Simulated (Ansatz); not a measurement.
**C₄H₅F₃: up Jacob's ladder to CCSD(T)**

How much do the methods differ for C₄H₅F₃? The plan is to run it at one geometry with functionals of several rungs and with coupled cluster. The yardstick is the atomisation energy at the CCSD(T) limit.

Method: functionals in def2-TZVPP, the program's frozen cores in correlated methods; program: Ansatz 0.2.0, Gaussian basis.

The runs, in order: LDA (SPW92), PBE-D4, revPBE-D4, BLYP-D4, r2SCAN-D4, B97M-V, PBE0-D4, B3LYP-D4, r2SCANh-D4, r2SCAN0-D4, HSE06-D4, BHLYP-D4, CAM-B3LYP-D4, LC-ωPBE, ωB97X-V, ωB97M-V, B2PLYP, PBE-QIDH; CCSD(T)/def2-SVP; CCSD(T)/def2-TZVPP; MP2/def2-QZVPP; extrapolation to the limit; RPA on PBE.

## (1) The geometry

All runs share one geometry, relaxed beforehand with PBE0-D4 in a triple-zeta def2 set.

SMILES `FC1CCC1(F)F`, 12 atoms, charge 0, spin multiplicity 1.

Atoms are counted from 1 here; the program's logs count them from 0.

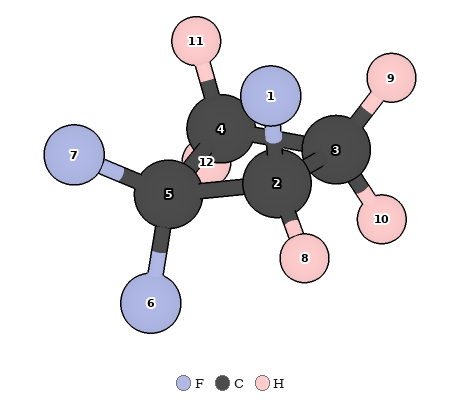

The geometry (fluorine light blue, carbon dark grey, hydrogen pink); atoms are numbered from 1 in the order of the file.

## (2) LDA

This LDA is Slater exchange with PW92 correlation.

in.yaml

```yaml
crystal:
  periodic: [false, false, false]
  atoms:
    - {symbol: F, position_ang: [-1.679806, 0.548062, 1.058867]}
    - {symbol: C, position_ang: [-0.533601, 0.852936, 0.372444]}
    - {symbol: C, position_ang: [-0.475039, 0.136243, -0.985794]}
    - {symbol: C, position_ang: [0.394103, -0.980297, -0.355912]}
    - {symbol: C, position_ang: [0.640105, -0.041129, 0.818515]}
    - {symbol: F, position_ang: [1.811601, 0.635318, 0.695169]}
    - {symbol: F, position_ang: [0.592133, -0.549814, 2.057089]}
    - {symbol: H, position_ang: [-0.366099, 1.930452, 0.415870]}
    - {symbol: H, position_ang: [-1.447699, -0.158794, -1.375303]}
    - {symbol: H, position_ang: [0.057803, 0.722492, -1.734078]}
    - {symbol: H, position_ang: [-0.198931, -1.838881, -0.041982]}
    - {symbol: H, position_ang: [1.282329, -1.311789, -0.890785]}
basis:
  gaussian: {orbitals: def2-TZVPP}
hamiltonian: {xc: lda}
output: {orbitals: {seedname: orbitals}}
```

Started as:

```sh
$ ansatz run in.yaml --threads 4 --pin off --events-out ev --progress --plain --max-ram 11315MiB
```

After this run come: PBE-D4 (GGA); revPBE-D4 (GGA); BLYP-D4 (GGA); r2SCAN-D4 (meta-GGA); B97M-V (meta-GGA); PBE0-D4 (hybrid); B3LYP-D4 (hybrid); r2SCANh-D4 (hybrid); r2SCAN0-D4 (hybrid); HSE06-D4 (hybrid); BHLYP-D4 (hybrid); CAM-B3LYP-D4 (range-separated); LC-ωPBE (range-separated); ωB97X-V (range-separated); ωB97M-V (range-separated); B2PLYP (double hybrid); PBE-QIDH (double hybrid); CCSD(T) in def2-SVP; CCSD(T) in def2-TZVPP; MP2 in def2-QZVPP; RPA on PBE orbitals.

**Question.** What will the summary of the whole plan be? Wanted: atomisation energy, CCSD(T)/CBS; farthest beyond LDA; mean size of error, GGA; mean size of error, meta-GGA; mean size of error, hybrid; mean size of error, range-separated; mean size of error, double hybrid; gap, smallest and largest; T1 diagnostic.

The runs gave:

```
                               quantity                                            value
        atomisation energy, CCSD(T)/CBS                                    4959.0 kJ/mol
 functionals within 24.8 kJ/mol (0.5 %)  BLYP-D4, B97M-V, B3LYP-D4, r2SCANh-D4, PBE-QIDH
                    farthest beyond LDA                         BHLYP-D4 (-200.9 kJ/mol)
                mean size of error, GGA                                      74.1 kJ/mol
           mean size of error, meta-GGA                                      23.0 kJ/mol
             mean size of error, hybrid                                      69.5 kJ/mol
    mean size of error, range-separated                                      38.2 kJ/mol
      mean size of error, double hybrid                                      28.2 kJ/mol
              gap, smallest and largest        7.15 eV (LDA (SPW92)), 14.95 eV (LC-ωPBE)
                          T1 diagnostic                                           0.0112
triples share of the correlation energy                                            3.5 %
```

The LDA atomisation energy is off by 902.7 kJ/mol (18 %): it overbinds. PBE-D4 misses by +190.8 kJ/mol. Double hybrids carry the basis error of their MP2 part in triple zeta, and no dispersion term here, so their miss is partly the set-up's. Taken by rung, meta-GGA functionals do best (23.0 kJ/mol on average) and GGA ones worst beyond LDA (74.1 kJ/mol). hybrid functionals lie within the reference's doubt of that worst mean (69.5 kJ/mol), so those two tie. The gap between the best rungs is small, so their order is not settled. The reference freezes the cores and leaves out relativity and excitations past (T), so misses under about 24.8 kJ/mol can't be ranked. Hartree-Fock recovers 72 % of the binding; the rest is correlation. CCSD(T) in def2-SVP is off by -206.0 kJ/mol, worse than the median functional, from the basis alone. Orbital gaps span 7.2 to 15.0 eV; exact exchange widens them.
